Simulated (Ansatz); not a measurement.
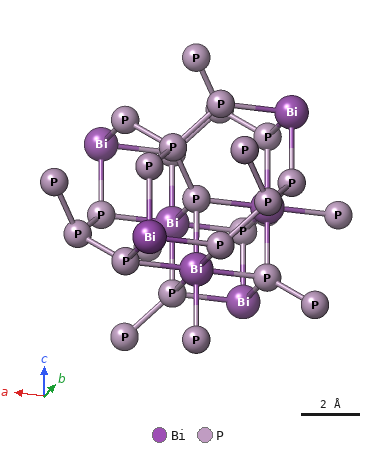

A crystal of Bi2P5 (a generated structure, set up in Fd-3m) (coarse preliminary run), before the relaxation. The picture is a ball-and-stick view of the atoms within 5.8 Å of the atom that moves most (axes of the conventional cell (4 times the calculation's cell)), seen from a free direction. Lengths and directions refer to the drawn axes.

Level of theory: Ansatz 0.2.0, DFT PBE, scalar-relativistic, plane waves, PAW.

Input file:
```yaml
crystal:
  lattice:
    - [0.0, 5.25554357, 5.25554357]
    - [5.25554357, 0.0, 5.25554357]
    - [5.25554357, 5.25554357, 0.0]
  atoms:
    - { symbol: Bi, position: [0.125, 0.125, 0.125] }
    - { symbol: Bi, position: [0.625, 0.125, 0.125] }
    - { symbol: Bi, position: [0.125, 0.125, 0.625] }
    - { symbol: Bi, position: [0.125, 0.625, 0.125] }
    - { symbol: P, position: [0.75, 0.75, 0.75] }
    - { symbol: P, position: [0.5, 0.5, 0.5] }
    - { symbol: P, position: [0.87550002, 0.87550002, 0.87550002] }
    - { symbol: P, position: [0.87650007, 0.37449998, 0.37449998] }
    - { symbol: P, position: [0.87550002, 0.87550002, 0.37349993] }
    - { symbol: P, position: [0.37449998, 0.87650007, 0.37449998] }
    - { symbol: P, position: [0.37349993, 0.87550002, 0.87550002] }
    - { symbol: P, position: [0.37449998, 0.37449998, 0.37449998] }
    - { symbol: P, position: [0.87550002, 0.37349993, 0.87550002] }
    - { symbol: P, position: [0.37449998, 0.37449998, 0.87650007] }
basis:
  ecutwfc: 420
kpoints:
  mp_grid: { grid: [4, 4, 4] }
hamiltonian:
  xc: pbe
scf:
  occupations: { method: gaussian, width: 0.1 }
  lower_state_search: "off"
output:
  forces: true
  stress: true
  eigenvalues: true
relax:
  adjacent_minimum: "off"
  f_tol: 0.04
  max_steps: 70
  cell: { stress_tol: 0.4 }
```

Launched with:
```bash
ansatz run input.yaml --threads 1 --pin off --max-ram 2560MiB --backend cpu --events-out ev --progress --plain --runs-dir out
```

Where does the relaxation end?

Answer. The largest moves relative to the cell, 0.17 Å, are those of 8 atoms (P7, P8, P9, P10 and others). P12 goes along [1 1 1]. Bi stays in place. Cell: a = b = c 10.511 → 11.083 Å (+5.4 %). Volume +17.2 %. Among the contacts that change: Bi1–P10 2.623 → 2.867 Å, P5–P11 2.285 → 2.238 Å. Among the angles between lasting bonds that change: Bi2–P12–Bi3 90.2° → 86.2°, P7–Bi2–P9 89.8° → 93.7°, P7–Bi2–P10 90.2° → 86.3°. The space group stays Fd-3m (No. 227). After 3 accepted moves (4 points after the start) the energy has fallen by 268 meV per atom. The largest force component goes from 1.5 to 0.0034 eV/Å. The pressure goes from 16.90 to 0.09 GPa. The SCF was repeated once at an unchanged geometry on a basis and grid sized afresh for the cell, which shifted the energy by 1.3 meV per atom at most. The run took 3.6 min on 1 thread of Intel(R) Xeon(R) Processor @ 2.50GHz (Skylake/Cascade Lake), with other jobs on the host, peak memory 0.66 GiB.

Step by step:

```csv
step,"E − E(0), meV/atom","largest force component, eV/Å","pressure, GPa","volume, Å³/atom",note
0,0.00,1.4678,16.90,20.737,
1,-261.31,0.2155,1.25,23.910,
2,-265.77,0.0145,0.68,24.074,
3,-266.24,0.0031,0.01,24.310,
4,-267.59,0.0034,0.09,24.310,"same geometry, new basis"
```

The structure at the end:

```
CELL_PARAMETERS angstrom
0.00000 5.54153 5.54153
5.54153 0.00000 5.54153
5.54153 5.54153 0.00000
ATOMIC_POSITIONS crystal
Bi 0.12500 0.12500 0.12500
Bi 0.62500 0.12500 0.12500
Bi 0.12500 0.12500 0.62500
Bi 0.12500 0.62500 0.12500
P 0.75000 0.75000 0.75000
P 0.50000 0.50000 0.50000
P 0.86657 0.86657 0.86657
P 0.84972 0.38343 0.38343
P 0.86657 0.86657 0.40028
P 0.38343 0.84972 0.38343
P 0.40028 0.86657 0.86657
P 0.38343 0.38343 0.38343
P 0.86657 0.40028 0.86657
P 0.38343 0.38343 0.84972
```

After the run, drawn alike:

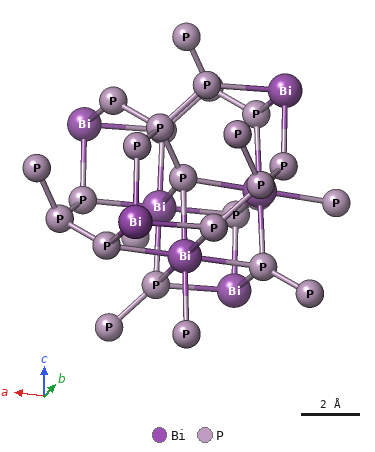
